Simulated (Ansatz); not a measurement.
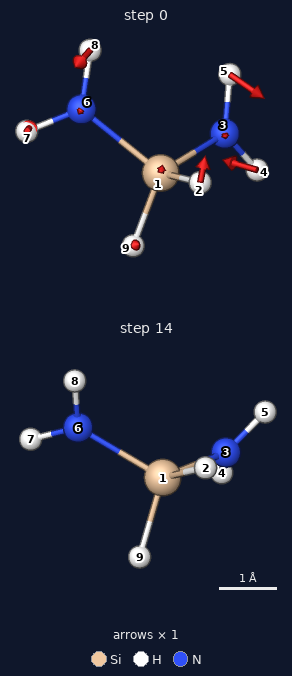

The structure of SiN$_{2}$H$_{6}$ before (top) and after (bottom) a relaxation, at one scale. The red arrows give the displacements, at their true length.

The picture is a ball-and-stick view, seen at a tilt.

The run prepares the start of a later molecular dynamics calculation, from a guessed geometry.

The calculation used RKS PBE0-D4/6-31G in Ansatz.

Input file:
```yaml
crystal:
  periodic: [false, false, false]
  atoms:
    - { symbol: Si, position_ang: [0.0, 0.0, 0.0] }
    - { symbol: H, position_ang: [0.0, 0.0, 1.46] }
    - { symbol: "N", position_ang: [1.7163, 0.0, -0.6061] }
    - { symbol: H, position_ang: [2.2145, -0.918, -0.7868] }
    - { symbol: H, position_ang: [2.2175, 0.918, -0.7783] }
    - { symbol: "N", position_ang: [-0.8572, 1.4851, -0.6061] }
    - { symbol: H, position_ang: [-1.8773, 1.43, -0.8888] }
    - { symbol: H, position_ang: [-0.3367, 2.4058, -0.6766] }
    - { symbol: H, position_ang: [-0.6877, -1.1914, -0.4862] }
basis:
  gaussian: { orbitals: "6-31G" }
hamiltonian:
  xc: pbe0
  dispersion: d4
relax:
  f_tol: 0.02
  max_steps: 40
```

Command:
```bash
ansatz run input.yaml --threads 1 --pin off --max-ram 2048MiB --backend cpu --events-out ev --progress --plain --runs-dir out
```

What changed between the two?

Answer. The largest move after the best rigid fit is that of H5, 0.79 Å. Largest moves by element: H 0.79 Å, Si 0.15 Å, N 0.11 Å. Some distances before and after: Si1–N3 1.820 → 1.761 Å, N3–H4 1.060 → 1.007 Å, Si1–H2 1.460 → 1.503 Å. Bond angles that change, for instance: N3–Si1–N6 109.5° → 120.9°, H4–N3–H5 120.0° → 114.1°, H2–Si1–H9 109.5° → 115.0°. Groups turn about Si1–N3 by about 60°, Si1–N6 by about 55°. After 11 accepted moves (14 points after the start) the energy has fallen by 15.9 kcal/mol. The largest force component goes from 2.2 to 0.015 eV/Å. The line search rejected the trial steps at points 9, 11, 13 of the run. The forces were under the threshold at step 8, but the run went on from there. The run took 14 s on 1 thread of AMD EPYC 9R45 96-Core Processor (Zen 5) (shared host), peak memory 0.12 GiB.

Limits of the set-up: the basis has no polarisation functions, which atoms past neon need.
